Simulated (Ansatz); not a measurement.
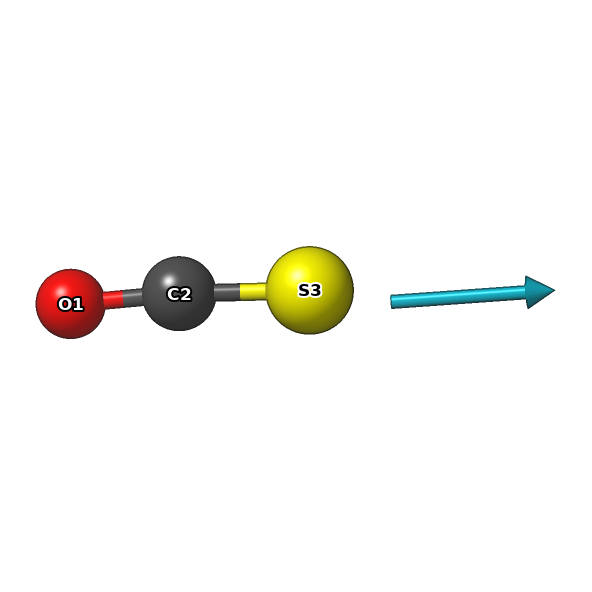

The arrow beside the molecule shows the direction of the dipole moment, from the negative to the positive end (its length means nothing). Geometry: atoms displaced at random (about 0.07 Å) from a stationary point of GFN2-xTB. Method: RHF-CCSD(T), frozen core/def2-TZVPP (Ansatz 0.2.0).

How large is the dipole moment?

Answer. 1.53 D; it points from the side of O1 to the side of S3 (the outermost atoms at the two ends).
